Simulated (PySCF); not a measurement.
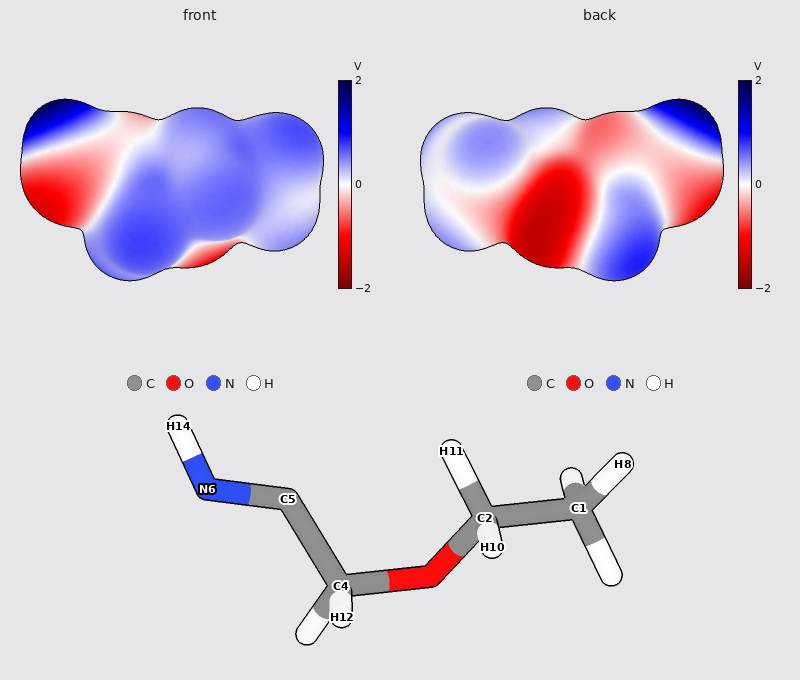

The picture shows: C₄H₈NO (SMILES [H]/N=[C]/COCC) (doublet). The electrostatic potential painted on the density surface at 0.002 e/bohr³, seen from the front and from behind; red is negative and blue positive. The bare structure is drawn below in the same view.

Geometry: GFN2-xTB.

Computed with PySCF 2.14.0, density-fitted response routines, UKS B3LYP, pcH-1 on C H N O, non-relativistic, mean-field spin-orbit, GIAO.

Input

```
{"job": {"kind": "epr", "basis": "pcH-1"}, "charge": 0, "multiplicity": 2}
C     -2.289384    -0.045067     0.340588
C     -0.930420     0.217118    -0.285063
O     -0.107781    -0.912315    -0.075297
C      1.199828    -0.740852    -0.558290
C      1.942779     0.370265     0.077751
N      3.114989     0.706882    -0.124433
H     -2.175798    -0.223818     1.405915
H     -2.940951     0.810649     0.186811
H     -2.740143    -0.924753    -0.110362
H     -1.033941     0.406302    -1.366539
H     -0.456476     1.101477     0.170590
H      1.181543    -0.564990    -1.650259
H      1.711219    -1.689085    -0.358328
H      3.523859     1.487712     0.374649
```

Launched as:

```sh
OMP_NUM_THREADS=1 python probes_run.py task.json out
```

**Where is the surface potential most negative and most positive?**

The most negative region (about −1.5 V) lies over O3, the most positive (about +1.9 V) over H14. O3 is the likeliest acceptor of a hydrogen bond.
